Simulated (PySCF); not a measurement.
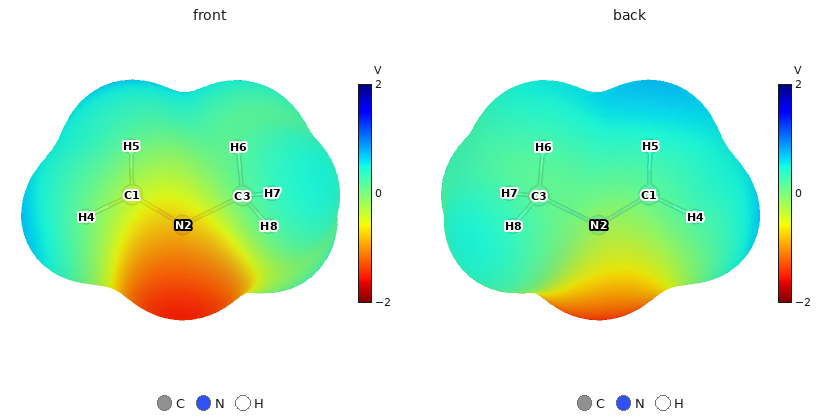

The picture shows: C$_{2}$H$_{5}$N (SMILES C=NC). The molecular electrostatic potential painted on the density surface at 0.001 e/bohr³, seen from the front and from behind; red is negative and blue positive.

Geometry: PBE0-D3(BJ)/ma-def2-SVP.

All numbers below come from DFT single point, gas phase, functional wB97X in PySCF 2.14.0, density-fitted response routines.

```yaml
atoms:
  - { symbol: C, position_ang: [1.2505, -0.1894, 0.3546] }
  - { symbol: N, position_ang: [0.1346, -0.7447, 0.1565] }
  - { symbol: C, position_ang: [-0.9815, 0.0648, -0.2425] }
  - { symbol: H, position_ang: [2.1131, -0.7980, 0.6607] }
  - { symbol: H, position_ang: [1.4168, 0.9013, 0.2354] }
  - { symbol: H, position_ang: [-0.7438, 1.1432, -0.3435] }
  - { symbol: H, position_ang: [-1.3738, -0.3051, -1.2033] }
  - { symbol: H, position_ang: [-1.7965, -0.0534, 0.4893] }
```

> Where is the surface potential most negative and most positive?

The most negative region (about −1.5 V) lies over N2, the most positive (about +0.7 V) over H4 and H5. N2 is the likeliest acceptor of a hydrogen bond.
